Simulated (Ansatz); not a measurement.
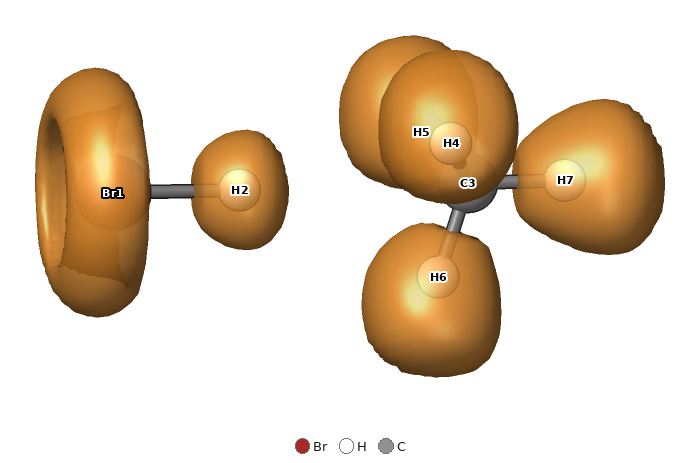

*HBr···CH$_{4}$. Isosurface of the ELF at 0.85 (orange), seen at an oblique angle. Core shells and regions of very low density are left out.*

Geometry: PBE0-D4/def2-TZVP.

Level of theory: Ansatz 0.2.0, RKS PBE0-D4/def2-TZVPPD.

Input file:

```
crystal:
  periodic: [false, false, false]
  atoms:
    - {symbol: Br, position_ang: [-0.122998, 0.432087, -3.030175]}
    - {symbol: H, position_ang: [-0.072882, 0.227746, -1.623669]}
    - {symbol: C, position_ang: [0.038959, -0.131247, 0.925690]}
    - {symbol: H, position_ang: [0.314489, 0.899604, 0.700894]}
    - {symbol: H, position_ang: [0.733969, -0.816682, 0.439674]}
    - {symbol: H, position_ang: [-0.977812, -0.327755, 0.584053]}
    - {symbol: H, position_ang: [0.086276, -0.283753, 2.003434]}
basis:
  gaussian: {orbitals: "def2-TZVPPD.json"}
hamiltonian: {xc: pbe0, dispersion: d4}
output: {orbitals: {seedname: orbitals}}
```

Launched as:

```sh
ansatz run in.yaml --threads 2 --pin off --events-out ev --progress --plain --max-ram 5222MiB
```

Describe the localisation domains.

Answer. The surface consists of five regions around hydrogen nuclei and one ring or bowl of non-bonding electrons around Br.

Values along the shortest contacts:
C3···H2 (2.58 Å): the ELF dips to about 0 between them; a non-bonded, intermolecular contact. C–H (1.09 Å): the ELF climbs to about 1 towards the hydrogen, as it does in any bond to H; a covalent bond by its length.
